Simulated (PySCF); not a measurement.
| atom | x (Å) | y (Å) | z (Å) |
| --- | --- | --- | --- |
| C | -2.6580 | -0.1251 | 0.4025 |
| C | -2.4515 | 0.0668 | -0.9297 |
| O | -1.1395 | 0.1395 | -1.2062 |
| C | -0.4811 | -0.0076 | -0.0334 |
| C | 0.9547 | 0.0283 | -0.0207 |
| C | 1.8384 | 0.1976 | -1.0545 |
| O | 3.0873 | 0.1576 | -0.5442 |
| C | 2.9139 | -0.0327 | 0.7674 |
| N | 1.6822 | -0.1167 | 1.1370 |
| C | -1.3757 | -0.1745 | 0.9920 |
| H | -3.6016 | -0.2188 | 0.8999 |
| H | -3.1307 | 0.1638 | -1.7536 |
| H | 1.7137 | 0.3434 | -2.1063 |
| H | 3.7727 | -0.1007 | 1.4042 |
| H | -1.1292 | -0.3129 | 2.0237 |

Geometry: GFN2-xTB.

The calculation used CAM-B3LYP/def2-SVPD, SCF density, gas phase (PySCF 2.14.0).

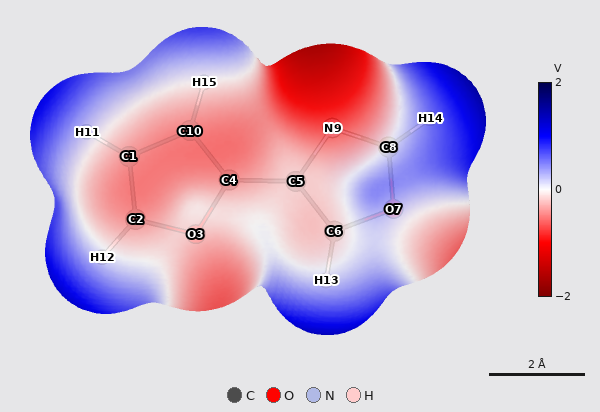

C7H5NO2 (SMILES c1coc(-c2cocn2)c1). The electrostatic potential painted on the density surface at 0.002 e/bohr³, seen at a tilt; red is negative and blue positive.

Where is the surface potential most negative and most positive?

Answer. The most negative region (about −1.5 V, or −35 kcal/mol for a unit charge) lies over N9, the most positive (about +1.4 V, or +32 kcal/mol for a unit charge) over H14. N9 is the likeliest acceptor of a hydrogen bond.

What dipole moment does the calculation give?

Answer. Its dipole moment is 0.70 D.
